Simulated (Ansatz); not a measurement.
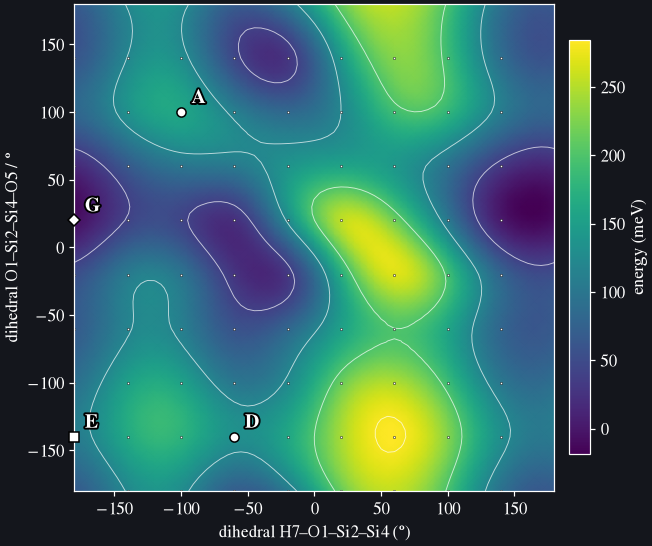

F₂H₄O₂Si₂, SMILES O[SiH](F)[SiH](O)F. 
- The first coordinate is: dihedral H7–O1–Si2–Si4; the second: dihedral O1–Si2–Si4–O5.
- Nothing is relaxed (all other coordinates rigid).
- The scan uses a 9 × 9 grid.
- Points are written as (first, second).
- Energies are in meV, from the relaxed molecule at the same level.
- Level of theory: RKS r2SCAN-D4/def2-SVP in Ansatz.

In the figure: a smooth colour map with a few white contour lines, dots at the grid points, lettered points. Between grid points the surface is interpolated.

Q: What kind of point is each of A, D, E, G: minimum, saddle, maximum or slope?

A: A: maximum; D: saddle point; E: saddle point; G: minimum. (In these two coordinates alone; a stationary point may lie a little off the grid point.)

Q: Rank the lettered points by energy, lowest first.

A: G (−8 meV), E (106 meV), D (132 meV), A (159 meV).
